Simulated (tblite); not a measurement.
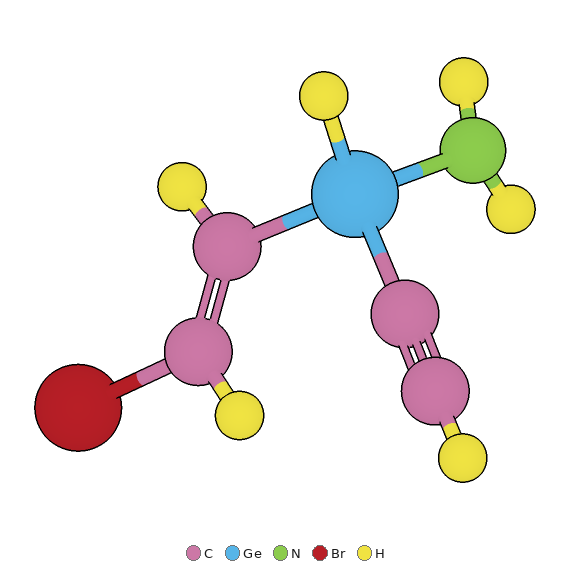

The picture comes from a calculation with tblite.

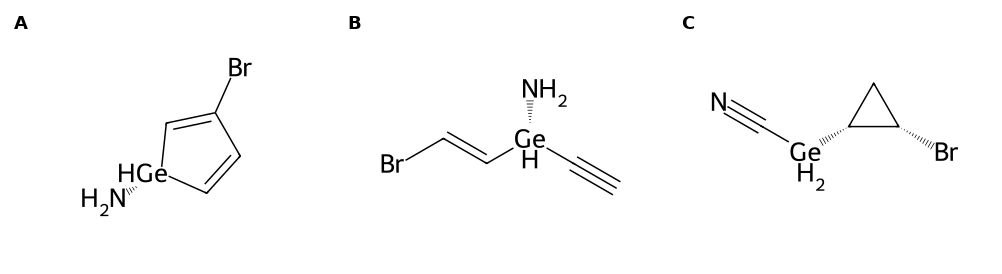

**The first picture shows one of the molecules drawn in the second. Which?**

B, `C#[C][Ge@@H]([NH2])/[CH]=C/Br`.
